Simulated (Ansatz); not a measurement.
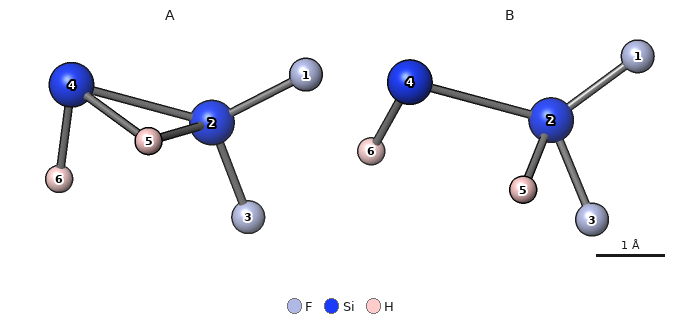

Two geometries of Si2H2F2, drawn at one scale. One is the start of a relaxation, the other its converged end. Style: ball-and-stick. Shown face on.

Theory: RKS PBE-D4/def2-SVP in Ansatz 0.2.0. (force threshold 0.03 eV/Å; at most 250 steps)

Q: Which geometry has the lower energy?

A: Structure A is the relaxed one. It is one of the separated reactants of a reaction. Over 10 accepted moves (11 points after the start) the energy falls by 278.4 kJ/mol. The largest force component goes from 6.2 to 0.0075 eV/Å. The line search rejected the trial step at point 8 of the run. The largest move after the best rigid fit is that of H5, 1.03 Å. By element the largest moves are H 1.03 Å, F 0.78 Å, Si 0.14 Å. Among the contacts that change: Si4–H5 2.314 → 1.670 Å, Si2–H5 1.420 → 1.839 Å, F1–Si2 1.582 → 1.631 Å, Si4–H6 1.510 → 1.553 Å. Among the angles between lasting bonds that change: Si2–Si4–H6 90.3° → 76.0°, F3–Si2–Si4 126.0° → 129.3°. Cost: 19 s on 2 threads of Intel Xeon Platinum 8259CL @ 2.50GHz, on a shared host.
